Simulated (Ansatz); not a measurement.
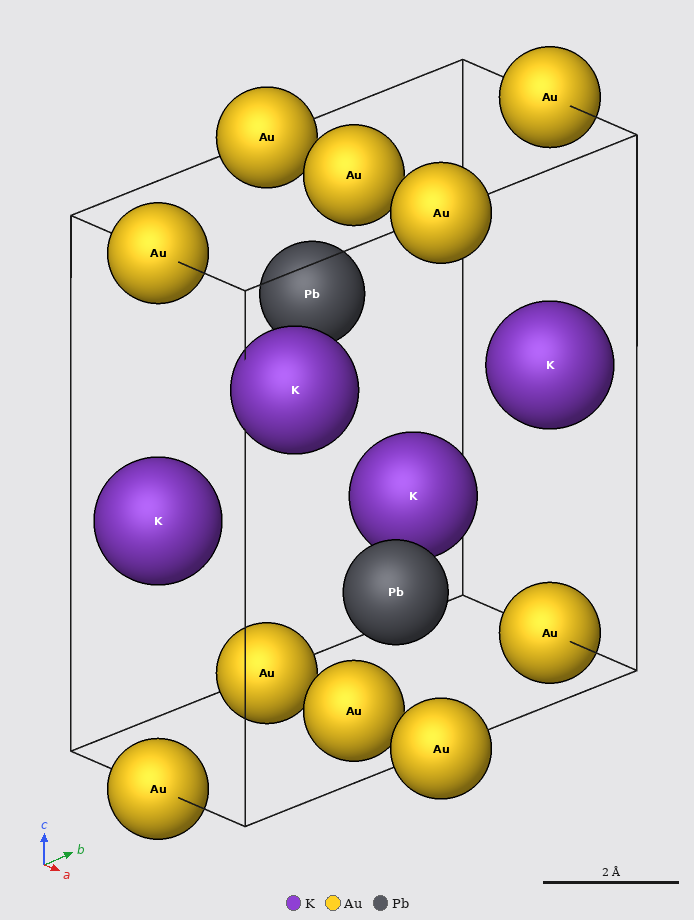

Spheres-only representation of a periodic structure, projected slightly off an axis. One simulation cell is framed, with atoms on its boundary repeated.

```yaml
crystal:
  lattice:
    - [3.20522, 5.55160, 0.00000]
    - [-3.20522, 5.55160, 0.00000]
    - [-3.20522, 1.85053, 7.19346]
  atoms:
    - { symbol: K, position: [0.50000, 0.00000, 0.50000] }
    - { symbol: K, position: [0.08130, 0.83740, 0.24390] }
    - { symbol: K, position: [0.91870, 0.16260, 0.75610] }
    - { symbol: Au, position: [0.50000, 0.50000, 0.00000] }
    - { symbol: Au, position: [0.00000, 0.50000, 0.00000] }
    - { symbol: Au, position: [0.50000, 0.00000, 0.00000] }
    - { symbol: Pb, position: [0.24710, 0.50580, 0.74130] }
    - { symbol: Pb, position: [0.75290, 0.49420, 0.25870] }
```

Theory: DFT, PAW plane waves, PBE in Ansatz 0.2.0. Numerical settings: plane-wave cutoff 420 eV, the zone sampled with 6×7×5 points, Fermi-Dirac smearing of 0.1 eV, no spin polarisation.

What does a Bader analysis give?

Answer. K +0.74 e; Pb -0.22 e; Au -0.59 e.

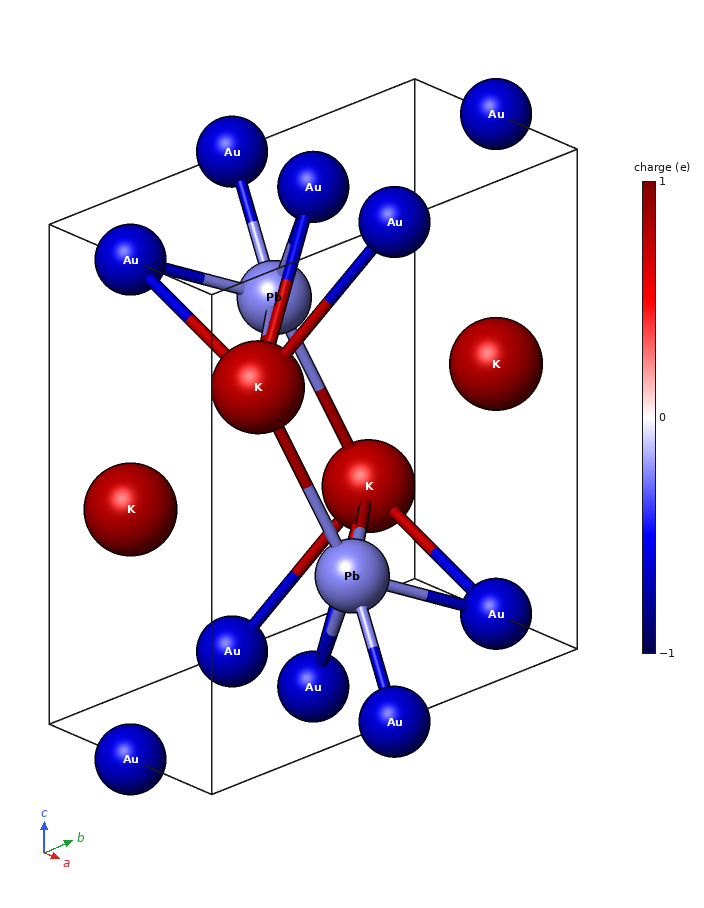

The atoms coloured by those charges.

Where the cell comes from: a generated cell, made by putting these elements into a known structure type (the compound may or may not exist in this form). No relaxation was applied. It went into a calculation with Ansatz.

At this level of theory the cell isn't at rest (compressed, at 4 GPa and forces up to 2.8 eV/Å), so its distances can differ from those at equilibrium, the more so the softer the solid.
